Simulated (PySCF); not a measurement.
## Frequency calculation, with input and output: Ga$_{3}$

- system: Ga$_{3}$, multiplicity 2
- method: UKS-based PBE0, Ga def2-TZVP; non-relativistic Hamiltonian; density fitting (PySCF 2.14.0)

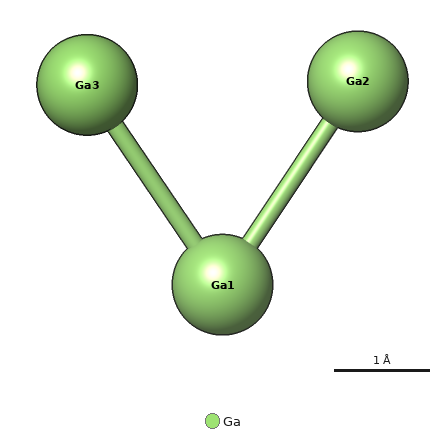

Figure 1. The input geometry (ball-and-stick view, seen on its broad side; atoms are numbered from 1 in the order of the input). Sticks mark near contacts. Bond lengths as drawn: Ga–Ga 2.58 Å.

## Results in brief

```tsv
quantity	value
outcome	converged
total energy	−5773.776819 hartree
⟨S²⟩	1.565
zero-point energy	0.000914 hartree
dipole moment	0.34 D
wavenumbers, lowest and highest	78 and 186 cm⁻¹
hardware	4 threads of Arm Neoverse V1, 24 GiB of memory available, shared host
wall time	2.7 min (CPU time 7.7 min)
peak memory	1.3 GiB
```

Checks after the run noted: the SCF density has lower symmetry than the nuclear frame; spin contamination. ⟨S²⟩ is 1.56 against 0.75 for a pure state: the solution is spin-contaminated.

## The input
```python
from pyscf import gto, scf, dft
mol = gto.M(atom='''
Ga     0.000000    -1.427232     0.000000
Ga     1.431090     0.713616     0.000000
Ga    -1.431090     0.713616     0.000000''',
    basis={'Ga': 'def2-TZVP'},
    charge=0, spin=1)
mf = dft.UKS(mol, xc='PBE0')
mf.grids.atom_grid = (75, 302)
aux = {'Ga': 'def2-universal-JKFIT'}
mf = mf.density_fit(auxbasis=aux)
mf.conv_tol = 1e-09
mf.diis_space = 10
mf.max_cycle = 60
mf.verbose = 4
mf.kernel()
```

The script is an equivalent of the set-up of the self-consistent field. The run itself was carried out by a driver, which started from the orbitals of the step before it where there was one and computed the further properties.

Launch command:
```bash
OMP_NUM_THREADS=4 python axn.py task.json out
```

## The program's output
```
init E= -5773.77681880309
  alpha nocc = 47  HOMO = -0.178447379061415  LUMO = -0.096862006494729
  beta  nocc = 46  HOMO = -0.174197013454057  LUMO = -0.112037704163725
  HOMO = -0.174197013454  LUMO = -0.112037704164  gap/eV = 1.69144
cycle= 1 E= -5773.77681880308  delta_E= 5.46e-12  |g|= 2.24e-06  |ddm|= 5.71e-06
  alpha nocc = 47  HOMO = -0.178447517143799  LUMO = -0.0968618731610942
  beta  nocc = 46  HOMO = -0.174196905507523  LUMO = -0.112037759415373
  HOMO = -0.174196905508  LUMO = -0.112037759415  gap/eV = 1.69144
Extra cycle  E= -5773.77681880309  delta_E= -8.19e-12  |g|= 3.92e-06  |ddm|= 7.47e-06
converged SCF energy = -5773.77681880309  <S^2> = 1.5646169  2S+1 = 2.6941543
```

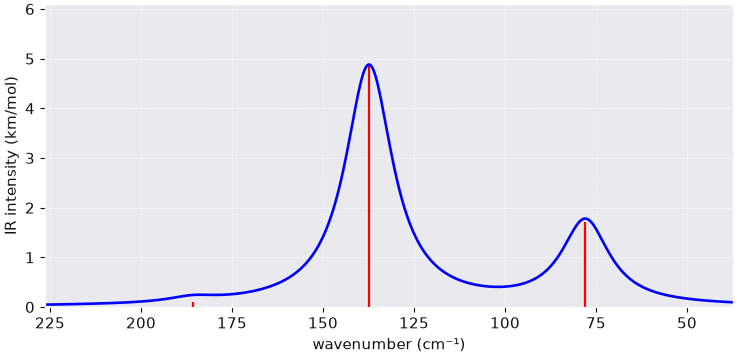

Figure 2. Harmonic infrared spectrum, unscaled: sticks (degenerate modes added up, dark ones marked on the axis) with a Lorentzian envelope of 16 cm⁻¹ full width, scaled to the tallest stick. 3 modes from 78 to 186 cm⁻¹, none imaginary. The strongest line is at 137 cm⁻¹ (4.9 km/mol). All modes, in cm⁻¹ (km/mol): 78 (1.7), 137 (4.9), 186 (0.1).
